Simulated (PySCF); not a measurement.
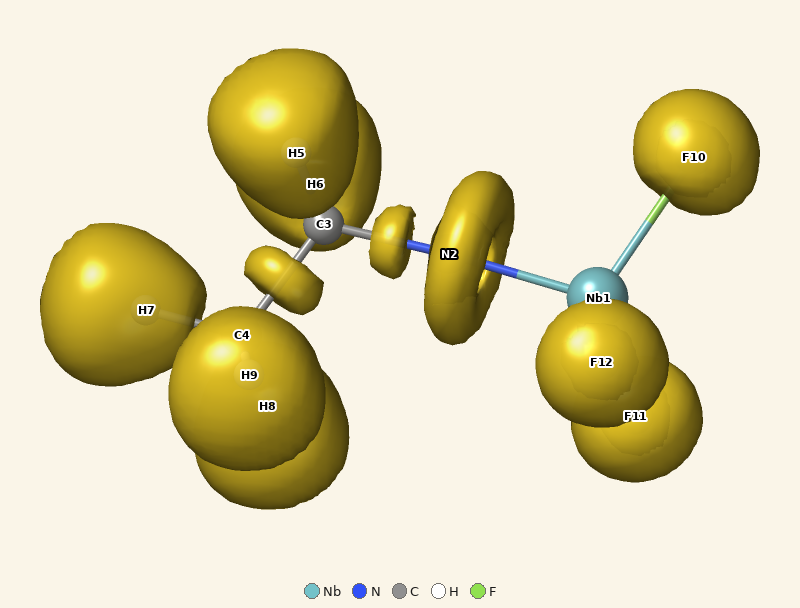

C₂H₅F₃NNb. Isosurface of the electron localisation function at 0.8 (yellow), seen at a tilt. Core shells and regions of very low density are left out.

Geometry: PBE0-D3(BJ)/def2-SVP; core potentials replace the inner electrons of Nb.

These are results of B3LYP/def2-SVPD, SCF density, gas phase, scalar-relativistic core potentials on the heavy atoms in PySCF, not measurements.

```xyz
12

Nb    0.1171    0.0070   -2.1656
N     0.4550   -0.0024   -0.4701
C     0.6556   -0.0158    0.9392
C    -0.6603   -0.0137    1.7012
H     1.2530   -0.9065    1.2054
H     1.2645    0.8623    1.2207
H    -0.4785   -0.0272    2.7861
H    -1.2472    0.8848    1.4588
H    -1.2617   -0.8967    1.4386
F     1.7709   -0.0136   -3.0423
F    -0.8591    1.5682   -2.5055
F    -0.8938   -1.5291   -2.5156
```

Question: What do the ELF domains correspond to?

Answer: At this value the surface marks out one region between bonded C–C atoms (shared pairs), one region between bonded C–N atoms (shared pairs), five regions around hydrogen nuclei, three regions wrapped around F (the valence shell of each) and one region wrapped around N (its valence shell). Profiles from the grid: C–N (1.42 Å): the ELF peaks at about 0.95 between the atoms; localised, covalent bonding. C–C (1.52 Å): the ELF peaks at about 0.95 between the atoms: a shared electron pair.
